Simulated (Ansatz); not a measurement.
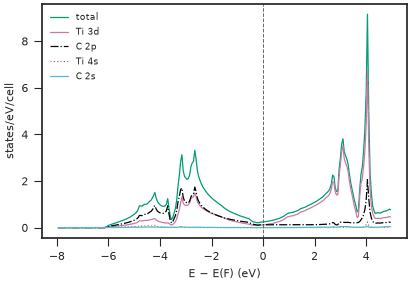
*Total and projected density of states of TiC (rock salt, Fm-3m), DFT-r²SCAN in the program Ansatz with PAW potentials*

Task: Which orbitals carry the states next to the Fermi level?

Result: Within 0.5 eV of the Fermi level: Ti 3d 50 %, C 2p 48 %. Projections are on Löwdin-orthogonalised atomic valence shells; empty p or d shells of many metals are not among them.

Task: Where is the tallest occupied peak in this window, and what makes it?

Result: Near -2.6 eV, about 3.3 states/eV per cell; the largest projected share is C 2p.

Symmetry was held in the r²SCAN relaxation; of distortions, only those at the zone centre were tested. No spin polarisation was allowed.

Potentials: the earlier of the program's two PAW sets.
